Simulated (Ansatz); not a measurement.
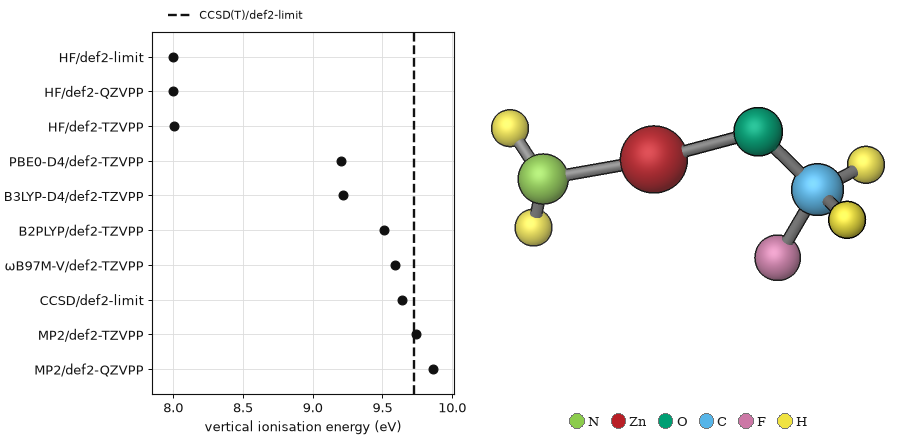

Vertical ionisation energy of CH₄FNOZn, SMILES [NH2][Zn][O]CF, singlet, taken as the energy of the cation less that of the neutral at fixed geometry (unrestricted doublet cation, cores frozen in correlated methods, no spin-orbit coupling), the Ansatz code, at a PBE0-D4/def2-TZVP geometry (a minimum by its frequencies). Choice of cores on heavy atoms: Zn/Cu 3s3p. Limit means an estimate of the basis limit from triple and quadruple zeta; for coupled cluster it is either extrapolated directly or built as the MP2 limit plus the step from MP2 in triple zeta. B2PLYP/def2-TZVPP holds a correlation term that converges slowly with the basis, so part of the distance to the limit is basis error. The distance of MP2/def2-TZVPP and MP2/def2-QZVPP to the limit includes basis error.

> Which level comes closest to the line (CCSD(T)/def2-limit), and which misses most?

Closest MP2/def2-TZVPP (9.74 eV), against 9.73 eV; farthest HF/def2-limit (8.00 eV).

> What range do the values span, the line included?

From 8.00 eV (HF/def2-limit) to 9.86 eV (MP2/def2-QZVPP).

Limits of at least one run: no scalar relativity up to krypton; one conformer of a flexible molecule.
